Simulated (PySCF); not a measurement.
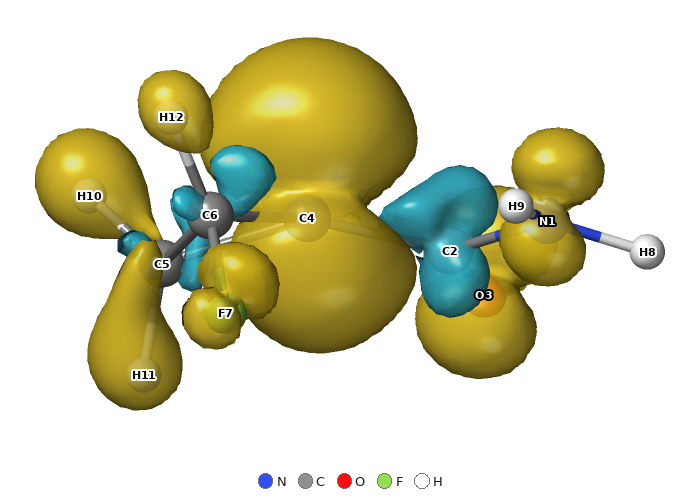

*C₄H₅FNO (doublet). Isosurfaces of the spin density at +0.02 (yellow) and −0.02 e/Å³ (cyan), seen from one side.*

Geometry: GFN2-xTB.

Theory: UKS B3LYP, pcH-1 on C F H N O, non-relativistic, mean-field spin-orbit, GIAO (PySCF 2.14.0, density-fitted response routines).

```tsv
atom	x (Å)	y (Å)	z (Å)
N	2.0645	0.1360	-0.1169
C	1.1260	-0.6460	0.5055
O	1.4251	-1.4971	1.3284
C	-0.2119	-0.4121	0.0576
C	-1.5962	-0.4477	0.5172
C	-1.1094	0.6294	-0.4267
F	-0.9564	1.9131	0.0369
H	3.0070	0.0884	0.2340
H	1.7910	0.9603	-0.6226
H	-2.2880	-1.1793	0.1200
H	-1.7875	-0.2075	1.5572
H	-1.4628	0.6618	-1.4519
```

### Which atoms carry the spin?

The unpaired spin (1 electron) lies mostly on C4 (about 0.6) and O3 (about 0.1), in electrons by Hirshfeld's partition.
